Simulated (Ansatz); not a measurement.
System (SMILES): C#C (C2H2).
Atoms: C1, C2, H3, H4. Bonds: C1-C2, C1-H4, C2-H3.

Basis-set convergence of the lowest harmonic wavenumber at HF with Ansatz (a quantum-chemistry and plane-wave program). Each level at its own minimum, finite differences of forces, unscaled; the reference is a large set that could be run, not a limit. Cartesian d functions, on some or all atoms, in 6-31+G*; all else is spherical. The program fits the integrals of some runs and decomposes those of others, by size. No added dispersion term, no relativity. Reference: the value in aug-pcseg-2, 822 cm⁻¹, itself unsure by roughly 10 cm⁻¹ (its mean distance from aug-cc-pVTZ, def2-TZVPPD). Deviations are taken from unrounded values.

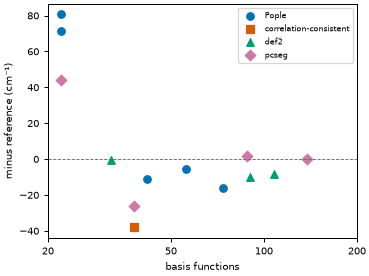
Deviation from the reference against the number of basis functions, by family of sets.

| basis | functions | lowest harmonic wavenumber (cm⁻¹) | minus reference (cm⁻¹) |
|---|---|---|---|
| 3-21G | 22 | 902 | 81 |
| 6-31G | 22 | 893 | 71 |
| pcseg-0 | 22 | 866 | 44 |
| def2-SV(P) | 32 | 821 | -1 |
| cc-pVDZ | 38 | 783 | -38 |
| pcseg-1 | 38 | 795 | -26 |
| 6-31+G* | 42 | 810 | -11 |
| 6-311+G** | 56 | 816 | -5 |
| 6-311++G(2d,2p) | 74 | 806 | -16 |
| pcseg-2 | 88 | 823 | 2 |
| def2-TZVPP | 90 | 812 | -10 |
| def2-TZVPPD | 108 | 813 | -8 |
| aug-pcseg-2 | 138 | 822 | 0 |
